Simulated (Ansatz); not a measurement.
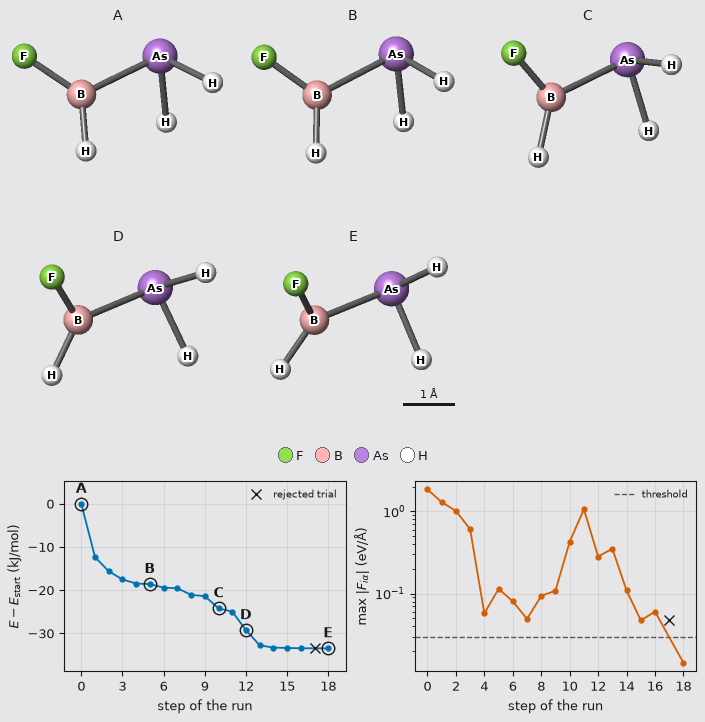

Frames of a relaxation of BAsH3F (coarse preliminary run), marked on the history of the run. Style: ball-and-stick. Shown at a tilt.

The start comes from a force field.

Method: RKS PBE-D4/def2-SVP in Ansatz 0.2.0.

The input:
```yaml
crystal:
  periodic: [false, false, false]
  atoms:
    - {symbol: F, position_ang: [-2.025600, -0.120400, -0.742200]}
    - {symbol: B, position_ang: [-0.769600, -0.391900, -0.229400]}
    - {symbol: As, position_ang: [0.565500, 1.099300, 0.050000]}
    - {symbol: H, position_ang: [-0.412200, -1.495900, 0.028300]}
    - {symbol: H, position_ang: [1.732700, 0.261700, -0.643600]}
    - {symbol: H, position_ang: [0.951300, 0.583200, 1.490600]}
basis:
  gaussian: {orbitals: def2-SVP}
hamiltonian: {xc: pbe, dispersion: d4}
relax: {f_tol: 0.03, max_steps: 200}
```

Run as
```bash
ansatz run in.yaml --threads 2 --pin off --events-out ev --progress --plain --max-ram 4352MiB
```

What happens along the run?

Answer. Over 17 accepted moves (18 points after the start) the energy falls by 33.4 kJ/mol. Largest force component: 1.9 eV/Å at the start, 0.014 eV/Å at the end. The line search rejected the trial step at point 17 of the run. The atom that moves furthest after the best rigid fit is H4 (1.10 Å). By element the largest moves are H 1.10 Å, F 1.04 Å, As 0.36 Å, B 0.14 Å. Some distances before and after: As3–H5 1.595 → 1.534 Å, F1–B2 1.384 → 1.331 Å, As3–H6 1.578 → 1.535 Å, B2–H4 1.189 → 1.221 Å. Among the angles between lasting bonds that change: F1–B2–H4 122.4° → 117.5°, As3–B2–H4 117.2° → 121.8°, B2–As3–H6 92.7° → 95.2°. Groups turn about B2–As3 by about 90°. Cost: 16 s on 2 threads of Arm Neoverse V2 (shared host). From step 0 to 5: F and H atoms move most (0.11 Å), energy −18.6 kJ/mol. From step 5 to 10: F1 moves most (0.47 Å), energy −5.62 kJ/mol. From step 10 to 12: H4 moves most (0.39 Å), energy −5.06 kJ/mol. From step 12 to 18: F1 moves most (0.24 Å), energy −4.19 kJ/mol.
